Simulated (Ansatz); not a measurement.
The figure comes from a scan of Pd (fcc, Cu type): the cell is scaled evenly about its relaxed volume V₀. Computed with PBE (plane waves to 420 eV, PAW, scalar-relativistic; Ansatz, a program for electronic structure). k mesh 20×20×20 (Γ-centred), Fermi-Dirac smearing 0.05 eV. Energies are smeared free energies. Pd is run without spin polarisation. Pd was relaxed with its symmetry unable to fall. The PAW data are Ansatz's earlier set. The zero of ΔE is the relaxed starting cell.

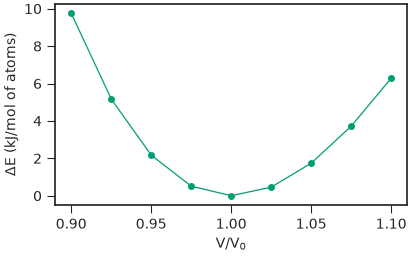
Figure. ΔE (kJ/mol of atoms) against V/V₀; markers are the computed points, lines only join them.

Question: Turn the plot into a table (rounded to what can be read).

Answer: To the nearest 0.2:

```tsv
V/V₀	ΔE (kJ/mol of atoms)
0.900	9.8
0.925	5.2
0.950	2.2
0.975	0.6
1.000	0.0
1.025	0.4
1.050	1.8
1.075	3.8
1.100	6.2
```

(Under strain, the slope of the energy per volume gives the stress and its curvature an elastic modulus.)
